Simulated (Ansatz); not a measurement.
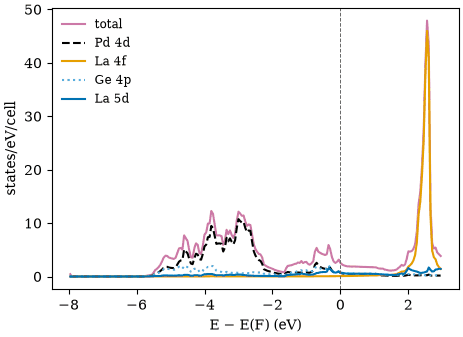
Fig. 1. Total and projected density of states of LaGe$_{2}$Pd$_{2}$ in space group I4/mmm (No. 139; La on 2a, Ge on 4e, Pd on 4d), plane-wave PAW r²SCAN (Ansatz code)

Q: Which orbitals carry the states next to the Fermi level?

A: Within 0.5 eV of the Fermi level: Ge 4p 32 %, Pd 4d 29 %, La 5d 27 %. Projections are on Löwdin-orthogonalised atomic valence shells; empty p or d shells of many metals are not among them.

Q: Where is the tallest occupied peak in this window, and what makes it?

A: Near -3.8 eV, about 12 states/eV per cell; the largest projected share is Pd 4d.

The first step of the workflow began from a Materials Project structure, measured or hypothetical; the Crystallography Open Database copy checked does not list it. Whether it is the stable phase at ambient conditions was not checked. The r²SCAN relaxation kept the symmetry of its start; its stability against distortions is not shown here. The run is not spin-polarised. Spin–orbit coupling is left out wherever it is not named.

Potentials: the earlier of the program's two PAW sets.
